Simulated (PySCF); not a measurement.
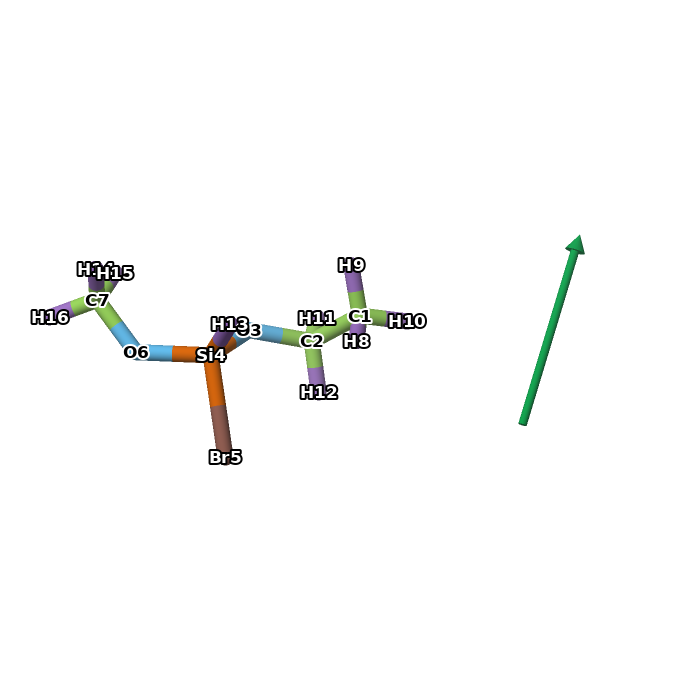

The arrow beside the molecule shows the direction of the dipole moment, from the negative to the positive end (its length means nothing). The computed structure is the end point of a GFN2-xTB optimisation. No frequency run is at hand to confirm it as a minimum. Properties computed with B3LYP/def2-SVPD, gas phase (PySCF 2.14.0).

**How large is the dipole moment?**

2.51 D; it points from the side of Br5 to the side of H9 (the outermost atoms at the two ends).

The geometry is semi-empirical. Around Br, Si such bond lengths and angles can be off by a tenth of an ångström or more and by several degrees, and values that hang on the shape move with them.
